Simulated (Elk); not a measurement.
Band structure of Ti3PO2 (P-3m1, 6 atoms in the cell).

```xyz
6
Lattice="3.1439 0.0000 0.0000 -1.5719 2.7227 0.0000 0.0000 0.0000 7.9506" Properties=species:S:1:pos:R:3 pbc="T T T"
Ti     0.0000     1.8151     5.6192
Ti     1.5719     0.9076     2.3314
Ti     0.0000     0.0000     0.0000
P      0.0000     0.0000     3.9753
O      0.0000     1.8151     1.1311
O      1.5719     0.9076     6.8196
```

Method: PBEsol, all-electron FP-LAPW, Elk's shipped species files, default APW+lo basis in Elk.

Settings: xctype = 22; stype = 0; swidth = 0.00999582 Ha; ngridk = 8 8 3; rmtscf = 0.9; maxscl = 100.

The starting cell comes from a database of computed structures (which also holds hypothetical and non-ambient phases and stackings), without a prior relaxation at this level. Its lattice was rescaled by a random factor within 2.5 % of one. Spin polarisation is off, so a magnetic state, if there is one, cannot be reached. Values depend on the basis (sphere radii, cutoffs, local orbitals), which need not be converged.

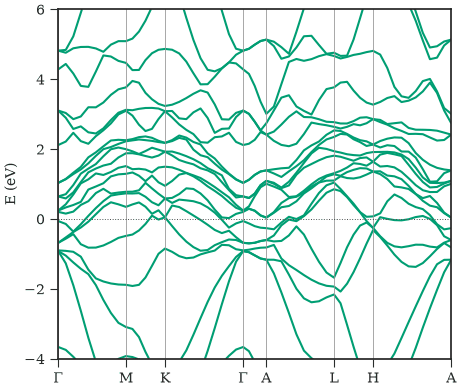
Fig. 1. Bands along the path, energies from the Fermi level.

Levels in eV from the Fermi level, bands 23 to 30:
| point | 23 | 24 | 25 | 26 | 27 | 28 | 29 | 30 |
|---|---|---|---|---|---|---|---|---|
| Γ | -0.92 | -0.92 | -0.90 | -0.68 | -0.68 | -0.06 | 0.20 | 0.24 |
| M | -3.92 | -3.09 | -1.88 | -0.48 | 0.35 | 0.73 | 0.78 | 1.29 |
| K | -5.12 | -4.22 | -0.85 | 0.05 | 0.05 | 0.59 | 0.59 | 0.95 |
| A | -1.17 | -1.17 | -0.82 | -0.60 | -0.60 | -0.26 | 0.04 | 0.04 |
| L | -4.27 | -2.16 | -1.94 | -1.68 | 0.85 | 1.04 | 1.10 | 1.28 |
| H | -5.16 | -4.25 | -0.32 | -0.26 | -0.26 | 0.07 | 1.36 | 1.36 |

Bands cross the Fermi level along this path, so the cell is metallic at this level.
